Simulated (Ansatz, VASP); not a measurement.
## Te in two plane-wave programs

Wanted: the spread between two codes on one cell, functional and k mesh. The cell comes out of the VASP series on this material, whose earlier steps may have relaxed, scaled or displaced it; both programs get it as it stands.

Program: Ansatz 0.2.0. Level of theory: plane waves, with VASP 6.6.1 beside it; relaxation of cell and atoms at PBE. Results are calculated unless marked as measured.

### Step 1. Starting point

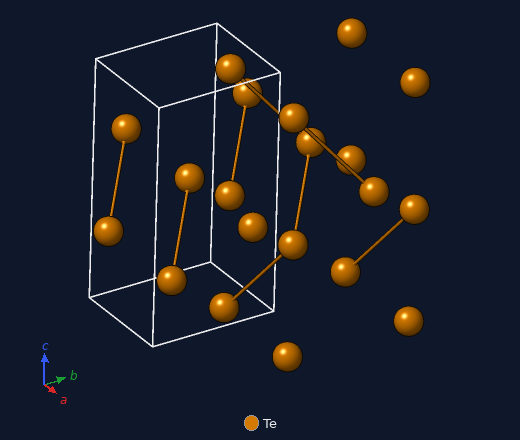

The starting structure, seen slightly off an axis (tellurium orange). 2×2×1 cells are drawn. Bonds to atoms that aren't drawn are left out. Some periodic images of atoms are drawn too.

### Step 2. Ansatz: relaxation of cell and atoms, PBE

Ansatz runs on its default PAW (the set named soft_2) files.

The relaxed volume is the usual yardstick between codes: its relative difference is about their pressure difference at one cell divided by the bulk modulus.

Input file input.yaml:

```yaml
crystal:
  lattice:
    - [4.5085635967, 0.0, 0.0]
    - [-2.2542817983, 3.9045306092, 0.0]
    - [0.0, 0.0, 5.960389889]
  atoms:
    - { symbol: Te, position: [0.7305097959, 0.7305097959, 0.0] }
    - { symbol: Te, position: [1.0, 0.2694902041, 0.6666666667] }
    - { symbol: Te, position: [0.2694902041, 0.0, 0.3333333333] }
hamiltonian:
  xc: pbe
  pseudopotentials: { kind: paw }
kpoints:
  mp_grid: { grid: [8, 8, 6] }
scf:
  occupations: { method: gaussian, width: 0.03 }
relax:
  f_tol: 0.01
  max_steps: 60
  cell: { stress_tol: 0.05 }
output:
  forces: true
  stress: true
```

The run is started by

```bash
$ ansatz run input.yaml --threads 4 --pin off --max-ram 9216MiB --backend cpu --events-out ev --progress --plain --runs-dir out
```

Numbers of over 12 decimals in the logs are rounded to 6 here.

The log of the run:

```text
Engine: ansatz 0.2.0, aarch64-unknown-linux-gnu
Pseudopotentials: kind: paw
Pseudopotential: Te, paw, valence charge 16, recommended cutoff 420 eV (normal), Te.paw.azcp
Functional definition: PBE
  parameter kappa = 0.804
  parameter beta = 0.066725
  exchange = pbe_x(kappa = kappa, mu = beta*pi^2/3)
  correlation = pbe_c(beta = beta)
Crystal: 3 atoms, lattice volume = 104.926 Å³
Basis set: ecut = 420 eV, 2053 PW (Γ), exchange–correlation on 64×64×80 points (8 copies of the dense FFT grid, shifted against one another)
Bands: 29, of which v1, the nominal top of the filled ones, is band 24 counted from 1 (23 counted from 0)
Symmetry: 6 space group operations
Space group: P3121 (ITA 152), of the structure as read, at distance tolerance 4.7e-5 Å
k-points: 50 of 384 (time reversal used)
Non-local potential: Te, projectors of the file, l = 0: 2, l = 1: 2, l = 2: 2, l = 3: 2
PAW form: soft (Blöchl's): semilocal exchange-correlation on the pseudo side does not see the compensation charge
PAW one-centre angular grid: Te, 590 points (default); XC on 64 Gauss nodes
Initial density: superposition of atomic densities (neutral atoms: chi_scale 0, normalization atom), corrected by the library's trained network
Initial wavefunctions: pseudopotential atomic-orbital guess
Functional: x = pbe(κ = 0.804, μ = 0.219515), c = pbe(β = 0.066725)
SCF iter   1: F=—  HF=-20939.875820 eV  |F-HF|=—  |Δ(HF+E_count)|=         —  Δρ=1.21e-3  dr2=9.90e-4  ethr=1.77e-3  ⟨swp⟩=8.0  Hψ=6768  notcnv=0
preconditioner: auto → Resta (q_TF=auto, 2.395 Å⁻¹)  ε∞=4.2  [insulator: Δε(μ)=0.481 eV  Ē_g=8.536 eV  σ=0.030 eV  W_gap=1.00  n_scr=22 (ndim 8)  ℏωp=15.4 eV  f_vac=0.031  D(μ)=0.00/eV (n_scr^D=0)  ε∞_Penn≈4.2]
SCF iter   2: F=—  HF=-20939.874136 eV  |F-HF|=—  |Δ(HF+E_count)|=   1.68e-3  Δρ=6.92e-4  dr2=3.23e-4  ethr=2.06e-6  ⟨swp⟩=2.9  Hψ=3388  notcnv=0  defer=35
SCF iter   3: F=—  HF=-20939.874437 eV  |F-HF|=—  |Δ(HF+E_count)|=   3.01e-4  Δρ=3.78e-4  dr2=1.03e-4  ethr=6.72e-7  ⟨swp⟩=3.0  Hψ=2648  notcnv=0  defer=35
SCF iter   4: F=—  HF=-20939.874617 eV  |F-HF|=—  |Δ(HF+E_count)|=   1.80e-4  Δρ=6.16e-5  dr2=3.46e-6  ethr=2.14e-7  ⟨swp⟩=2.0  Hψ=1850  notcnv=0  defer=35
SCF iter   5: F=—  HF=-20939.874620 eV  |F-HF|=—  |Δ(HF+E_count)|=   2.99e-6  Δρ=2.53e-5  dr2=6.10e-7  ethr=7.21e-9  ⟨swp⟩=3.0  Hψ=2600  notcnv=0  defer=35
SCF iter   6: F=-20939.874620 eV  HF=-20939.874620 eV  |F-HF|=2.52e-9  |Δ(HF+E_count)|=   3.89e-8  Δρ=6.47e-6  dr2=5.73e-8  ethr=2.08e-10  ⟨swp⟩=3.1  Hψ=5906  notcnv=0
SCF 1 converged in 6 iterations: F = -20939.874620 eV  dr2 = 5.73e-8
  greatest PAW one-centre occupation: 0.998 electrons in one spin orbital (limit 2), on the Te atom at site 0 (counted from 0), in its partial waves of l = 2
relax step   1: F+E_penalty+E_count = -20939.87461968 eV  Δ(F+E_penalty+E_count) = +0.000e0 eV  max|allowed force component| = 1.399e-2 eV/Å  Δτ_max = 0.0000 Å  P = +0.010 GPa  Ω = 104.926 Å³  (6 SCF iters, dr2 threshold 1.00e-7 eV, accepted)
[...]
relax step   2: F+E_penalty+E_count = -20939.87470076 eV  Δ(F+E_penalty+E_count) = -8.108e-5 eV  max|allowed force component| = 4.706e-3 eV/Å  Δτ_max = 0.0028 Å  P = +0.024 GPa  Ω = 105.059 Å³  energy of the carried Pulay correction = -1.990e-5 eV  (4 SCF iters, dr2 threshold 1.22e-8 eV, accepted)
[...]
relax step   3: F+E_penalty+E_count = -20939.87472079 eV  Δ(F+E_penalty+E_count) = -2.004e-5 eV  max|allowed force component| = 4.721e-3 eV/Å  Δτ_max = 0.0000 Å  P = +0.024 GPa  Ω = 105.059 Å³  stress off target by 3.41e-2 GPa  SCF on the basis re-selected at this cell (its energy is not comparable with the rows above)  (5 SCF iters)
basis re-selected at this cell: Δ(F+E_penalty+E_count) = -2.004e-5 eV, ΔP = -0.000 GPa vs the last step (what re-selecting the basis moved, of the pressure what is left beyond the Pulay correction that the steps carried, after the strain that the cell walked since its last selection, with what the two solves' SCF thresholds leave and, on support functions, any second-order correction that the steps lacked; it is no m [...]
SCF converged after 5 iterations
Free energy (F): -20939.874721 eV
Harris-Foulkes:  -20939.874721 eV  (|F-HF|=7.28e-12)
Internal energy: -20939.874721 eV  (E = F + TS)
E sigma→0 (E₀):  -20939.874721 eV
Fermi energy:    8.512315 eV
--- Per-component energies (eV) ---
  E_band       = -817.347289
  E_kinetic    = 539.031255
  E_local      = -3907.023390  (includes V_loc(G=0)·N_el)
  E_nonlocal   = -931.382369
  E_hartree    = 2465.394262
  E_xc         = -371.649080
  E_vxc        = -310.600735  (∫ρ·V_xc dr)
  E_paw        = -13985.893357  (= ΣΔE_a)
  E_vpaw       = -1138.160155  (= ΣTr[D̂ρ^β])
  E_aug_tail   = -0.000554  (compensation charges beyond the density's cutoff)
  E_ewald      = -4748.351488
  E_smearing   = -0.000000  (= −TS)
  E_closure    = 0.000000  (closes the sum)
  Σ components = -20939.874721   (vs F -20939.874721, Δ=0.00e0)
--- Forces (eV/Å), atoms counted from 1 ---
  atom   1  Te     0.00236075     0.00408894    -0.00000000
  atom   2  Te     0.00236075    -0.00408894     0.00000000
  atom   3  Te    -0.00472150     0.00000000     0.00000000
  max |Σ_I F_I| component: 6.07e-18 eV/Å
--- Stress (GPa, compression-positive) ---
        0.034134      -0.000000      -0.000000
        0.000000       0.034134      -0.000000
       -0.000000      -0.000000       0.002770
  P = ⅓ Tr σ = 0.0237 GPa (0.237 kbar)
--- Relaxed structure (2 steps of the walk, 2 accepted, 1 SCFs on fresh bases) ---
  F+E_penalty+E_count = -20939.87472079 eV   max|allowed force component| = 4.721e-3 eV/Å   (the final SCF, on the basis selected at the relaxed cell)
  cell:  # Å, volume = 105.0588 Å³
    - [4.511230, -2.8884637395982177e-11, 2.820260047054562e-19]
    - [-2.255615, 3.906840, -1.3242522804237577e-19]
    - [3.7284268278660555e-19, 0, 5.960900]
  atoms:
    - { symbol: Te, position: [0.731140, 0.731140, 0] }
    - { symbol: Te, position: [1.000000, 0.268860, 0.666667] }
    - { symbol: Te, position: [0.268860, 0, 0.333333] }
```

Run time: 9.5 s. Hardware: 4 threads of Arm Neoverse V1, shared host; peak memory 0.43 GiB; 37 s of CPU time.

### Step 3. VASP: relaxation of cell and atoms, PBE

The same cell, functional, mesh and smearing now go to VASP, with its own data sets and cutoff.

Lines of VASP's logs that name or quote its potential files are left out, and so is its time.

Input file INCAR:

```
SYSTEM = Te
PREC = Accurate
ENCUT = 450
EDIFF = 1E-07
NELM = 100
ISMEAR = 0
SIGMA = 0.03
LREAL = .FALSE.
ALGO = Normal
GGA = PE
NBANDS = 15
LORBIT = 11
LWAVE = .FALSE.
LCHARG = .FALSE.
KPAR = 4
IBRION = 2
NSW = 50
ISIF = 3
EDIFFG = -0.002
```

Input file POSCAR:

```
Te
1.0
    4.5085635967      0.0000000000      0.0000000000
   -2.2542817983      3.9045306092      0.0000000000
    0.0000000000      0.0000000000      5.9603898890
Te
3
Direct
    0.7305097959      0.7305097959      0.0000000000
    1.0000000000      0.2694902041      0.6666666667
    0.2694902041      0.0000000000      0.3333333333
```

Input file KPOINTS:

```
Automatic mesh
0
Gamma
8 8 6
0 0 0
```

PAW data sets: Te (PBE family, release 64).

The run is started by

```bash
$ mpirun -np 4 vasp_std
```

The log of the run:

```text
[banner, memory and clock lines left out]
running    4 mpi-ranks, on    1 nodes
 distrk:  each k-point on    1 cores,    4 groups
 distr:  one band on    1 cores,    1 groups

 POSCAR found type information on POSCAR Te
 POSCAR found :  1 types and       3 ions
 LDA part: xc-table for (Slater+PW92), standard interpolation
 POSCAR, INCAR and KPOINTS ok, starting setup
 FFT: planning ... GRIDC
 FFT: planning ... GRID_SOFT
 FFT: planning ... GRID
 WAVECAR not read
 entering main loop
       N       E                     dE             d eps       ncg     rms          rms(c)
DAV:   1     0.680405897346E+02    0.68041E+02   -0.60053E+03  1500   0.852E+02
DAV:   2    -0.490789014162E+01   -0.72948E+02   -0.69880E+02  1999   0.134E+02
DAV:   3    -0.936437231796E+01   -0.44565E+01   -0.44338E+01  1738   0.373E+01
DAV:   4    -0.944841368072E+01   -0.84041E-01   -0.84026E-01  2361   0.603E+00
DAV:   5    -0.944953511191E+01   -0.11214E-02   -0.11214E-02  1851   0.587E-01    0.116E+01
DAV:   6    -0.943031021733E+01    0.19225E-01   -0.19041E-02  1948   0.854E-01    0.732E+00
DAV:   7    -0.942726621363E+01    0.30440E-02   -0.41881E-02  1773   0.128E+00    0.312E-01
DAV:   8    -0.942652773498E+01    0.73848E-03   -0.75349E-03  1675   0.493E-01    0.156E-01
DAV:   9    -0.942656623564E+01   -0.38501E-04   -0.21139E-04  2117   0.999E-02    0.106E-01
DAV:  10    -0.942660225922E+01   -0.36024E-04   -0.49059E-05  1849   0.455E-02    0.210E-02
DAV:  11    -0.942659878014E+01    0.34791E-05   -0.13014E-05  1990   0.222E-02    0.725E-03
DAV:  12    -0.942659913121E+01   -0.35107E-06   -0.12545E-06  1990   0.675E-03    0.241E-03
DAV:  13    -0.942659929823E+01   -0.16702E-06   -0.48483E-07  1836   0.418E-03    0.204E-03
DAV:  14    -0.942659933430E+01   -0.36069E-07   -0.18028E-08  1380   0.841E-04
   1 F= -.94265993E+01 E0= -.94265993E+01  d E =-.942660E+01
 curvature:   0.00 expect dE= 0.000E+00 dE for cont linesearch  0.000E+00
 trial: gam= 0.00000 g(F)=  0.843E-07 g(S)=  0.968E-06 ort = 0.000E+00 (trialstep = 0.100E+01)
 search vector abs. value=  0.105E-05
 reached required accuracy - stopping structural energy minimisation
```

From OUTCAR (step 3):

```text
ion  position               nearest neighbor table
   1  0.731  0.731  0.000-   2 2.89   3 2.89   3 3.50   2 3.50   3 3.50   2 3.50
   2  0.000  0.269  0.667-   1 2.89   3 2.89   1 3.50   1 3.50   3 3.50   3 3.50
   3  0.269  0.000  0.333-   1 2.89   2 2.89   1 3.50   1 3.50   2 3.50   2 3.50

  LATTYP: Found a hexagonal cell.
 ALAT       =     4.5085635967
 C/A-ratio  =     1.3220152630

 Subroutine GETGRP returns: Found  6 space group operations
 (whereof  2 operations were pure point group operations)

The static configuration has the point symmetry C_2 .
 The point group associated with its full space group is D_3 .

 Found     50 irreducible k-points:

   k-points           NKPTS =     50   k-points in BZ     NKDIM =     50   number of bands    NBANDS=     15

   dimension x,y,z NGX =    32 NGY =   32 NGZ =   42
   dimension x,y,z NGXF=    64 NGYF=   64 NGZF=   84

   ENCUT  =  450.0 eV  33.07 Ry    5.75 a.u.   7.80  7.80 10.31*2*pi/ulx,y,z

   NELECT =      18.0000    total number of electrons

 k-points in reciprocal lattice and weights: Automatic mesh
   0.00000000  0.00000000  0.00000000       0.003
   0.12500000 -0.00000000  0.00000000       0.016
   0.25000000 -0.00000000  0.00000000       0.016
   0.37500000 -0.00000000  0.00000000       0.016
   0.50000000 -0.00000000  0.00000000       0.008
   0.12500000  0.12500000  0.00000000       0.016
   0.25000000  0.12500000  0.00000000       0.031
   0.37500000  0.12500000  0.00000000       0.031
   0.25000000  0.25000000  0.00000000       0.016
[...]
0.25000000  0.25000000  0.50000000       0.016
   0.37500000  0.25000000  0.50000000       0.016

 average (electrostatic) potential at core
       1 -89.3534       2 -89.3534       3 -89.3534

 E-fermi :   5.7258

 k-point     1 :       0.0000    0.0000    0.0000
  band No.  band energies     occupation
    ...
      5       2.8674      2.00000
      6       2.8674      2.00000
      7       3.9563      2.00000
      8       3.9563      2.00000
      9       4.7575      2.00000
     10       6.5568      0.00000
     11       6.5568      0.00000
     12       7.1210      0.00000
     13      10.6113      0.00000
     14      10.6113      0.00000
    ...

 k-point     2 :       0.1250   -0.0000    0.0000
  band No.  band energies     occupation
    ...
      5       2.4041      2.00000
      6       2.6752      2.00000
      7       4.2469      2.00000
      8       4.5497      2.00000
      9       4.9484      2.00000
     10       6.2721      0.00000
     11       6.4865      0.00000
     12       6.9953      0.00000
     13      10.2841      0.00000
     14      10.5699      0.00000
    ...

 k-point     3 :       0.2500   -0.0000    0.0000
  band No.  band energies     occupation
    ...
      5       1.8167      2.00000
      6       2.2912      2.00000
      7       4.1013      2.00000
      8       4.6207      2.00000
      9       4.7928      2.00000
     10       6.4026      0.00000
     11       6.6004      0.00000
     12       7.3866      0.00000
     13       9.4541      0.00000
     14      10.9108      0.00000
    ...

  Total        0.0046047      0.0046047      0.0042155      0.0000000      0.0000000      0.0000000
  in kB        0.0703126      0.0703126      0.0643690      0.0000000      0.0000000      0.0000000
  external PRESSURE =       0.0683314 kB  Pullay stress =       0.0000000 kB

  energy-cutoff  :      450.00
  volume of cell :      104.93
      direct lattice vectors                 reciprocal lattice vectors
     4.508563597  0.000000000  0.000000000     0.221800132  0.128056366  0.000000000
    -2.254281798  3.904530609  0.000000000     0.000000000  0.256112732  0.000000000
     0.000000000  0.000000000  5.960389889     0.000000000  0.000000000  0.167774260

 POSITION                                       TOTAL-FORCE (eV/Angst)
 -----------------------------------------------------------------------------------
      1.64677      2.85230      0.00000        -0.000382     -0.000661      0.000000
     -0.60751      1.05223      3.97359        -0.000382      0.000661      0.000000
      1.21501      0.00000      1.98680         0.000763      0.000000     -0.000000
 -----------------------------------------------------------------------------------
    total drift:                                0.000000     -0.000000      0.000000

  FREE ENERGIE OF THE ION-ELECTRON SYSTEM (eV)
  ---------------------------------------------------
  free  energy   TOTEN  =        -9.4265993343 eV

  energy  without entropy=       -9.4265993343  energy(sigma->0) =       -9.42659933

 reached required accuracy - stopping structural energy minimisation

 total charge
# of ion       s       p       d       tot
------------------------------------------
    1        1.433   1.804   0.039   3.277
    2        1.433   1.804   0.039   3.277
    3        1.433   1.804   0.039   3.277
--------------------------------------------------
tot          4.300   5.413   0.118   9.831

[... 3 further parts left out ...]
```

CONTCAR:

```
Te
   1.00000000000000
     4.5085635967000002    0.0000000000000000    0.0000000000000000
    -2.2542817983000001    3.9045306092000001    0.0000000000000000
     0.0000000000000000    0.0000000000000000    5.9603898890000000
  Te
     3
Direct
     0.7305097958999980    0.7305097958999980    0.0000000000000000
     0.0000000000000000    0.2694902041000020    0.6666666667000030
     0.2694902041000020    0.0000000000000000    0.3333333332999970
```

### Step 4. Differences

Known differences besides the PAW data sets themselves: both relaxations stop at a tolerance, which leaves soft axes loose, and VASP keeps its plane-wave basis; the data sets hold 48 valence electrons in Ansatz (default PAW (the set named soft_2) files) and 18 in VASP; the cutoff is 420 eV in Ansatz and 450 eV in VASP; VASP leaves aspherical gradient terms in its spheres out (LASPH is not set), Ansatz keeps them; Ansatz adds a Pulay correction to the stress that steers its cell, VASP none. Total energies have different zeros and are not compared.

Both answers:

```tsv
quantity	Ansatz	VASP	difference
volume (Å³)	105.06	104.93	+0.13 %
edge a after relaxation, in the typed setting (Å)	4.511	4.509	+0.06 %
edge c after relaxation, in the typed setting (Å)	5.961	5.960	+0.01 %
```

The walks stopped with 0.02 GPa left in Ansatz and 0.01 GPa in VASP; each walk ends within a tolerance, so the volume difference is uncertain by about these residues over the bulk modulus, most in soft cells.

### Step 5. Summary of results

| Property | Result |
| --- | --- |
| difference in volume (relaxation of cell and atoms, PBE) | 0.13 % |

What this shows: The difference in volume is 0.13 % (relaxation of cell and atoms, PBE), within the 1.2 % picked in this series as the mark of a large difference, as far as the stopping tolerances let one tell. How closely two codes agree says nothing of how well the functional describes the real material.

[Lines on the potential files, build, host, timing and source positions are cut from VASP's logs without a mark.]

[Logs are printed without paths, hosts, clocks, repeated set-up lines and the standing remarks that a program may print on its own settings, such as how far it seeks lower states.]

[Hosts, paths, dates, database ids (printed as entryN), source tags and the programs' standing remarks are cut or masked in the printed files.]
